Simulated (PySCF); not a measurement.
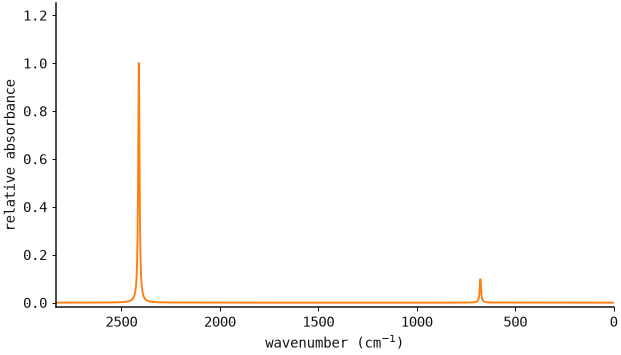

IR spectrum of CO₂, singlet, at a minimum, with C as the central atom. Unscaled harmonic wavenumbers and double-harmonic intensities, B3LYP/def2-TZVP, PySCF, isolated molecule. Structures are the lowest points that the searches found. Degenerate modes count as one line, with their intensities summed. Lorentzian lines of 8 cm⁻¹ full width. Close modes add up in the curve.

What symmetry does the computed molecule have?

Answer. The calculation gave D∞h. Its 4 modes give 3 distinct wavenumbers, 2 with an intensity of 0.05 km/mol or more.
| cm⁻¹ | km/mol | symmetry |
| --- | --- | --- |
| 677.1 | 64.4 | πu (×2) |
| 1372.6 | 0.0 | σg+ |
| 2411.8 | 649.7 | σu+ |

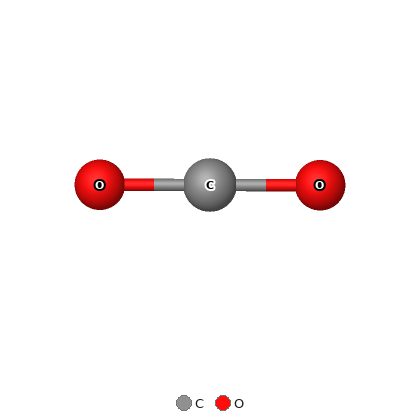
